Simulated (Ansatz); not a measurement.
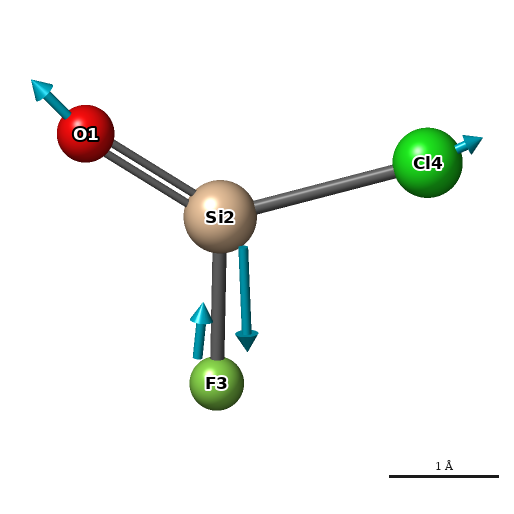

Arrows show the forces on the atoms, 0.4 Å of arrow for 1 eV/Å; forces under a tenth of the largest aren't drawn. Level of theory: RHF-CCSD(T) (frozen core)/def2-TZVPP (Ansatz 0.2.0).

Q: On which atom is the force largest, and how large is it?

A: On Si2: 2.55 eV/Å.

Q: Along which bond is the force strongest?

A: Si2–F3, now 1.614 Å: the forces pull its atoms together, so a first step downhill shortens it.

List the force components in the frame of the picture (x right, y up, z towards the viewer), in eV/Å.

| atom | Fx | Fy | Fz |
| --- | --- | --- | --- |
| O1 | −0.85 | 0.85 | 0.33 |
| Si2 | 0.10 | −2.42 | −0.81 |
| F3 | 0.13 | 1.29 | 0.42 |
| Cl4 | 0.62 | 0.28 | 0.06 |
